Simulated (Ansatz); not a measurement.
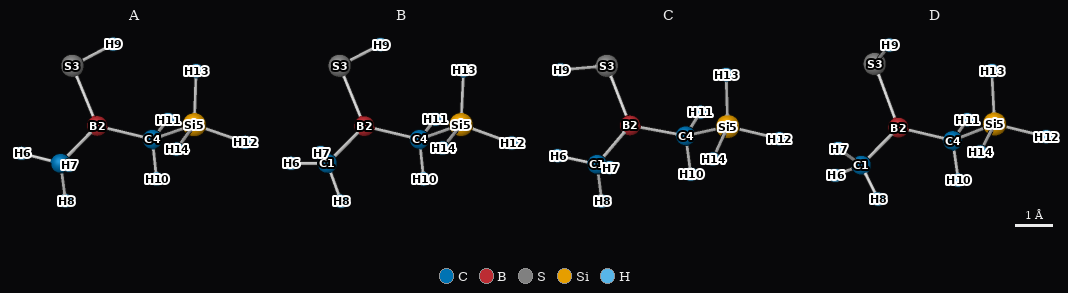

4 geometries from a converged minimum-energy path of C2H9BSSi, shuffled. The picture is a ball-and-stick view, seen at a tilt.

Theory: RKS B3LYP/def2-SVP (Ansatz). Run with 9 movable images; climbing image; force threshold 0.05 eV/Å; iteration limit 60; starting path through a guess of the saddle point.

Which of them lies highest in energy?

Answer. D. In order along the path, whose images run from 0 to 10: C (image 1, +0.6 kJ/mol), D (image 5, +60.5 kJ/mol), B (image 8, +2.4 kJ/mol), A (image 9, +0.4 kJ/mol). No bond forms or breaks between the ends. Among the angles between lasting bonds that change up to the highest image: B2–C1–H6 115.2° → 106.5°, B2–C1–H8 107.9° → 115.0°.
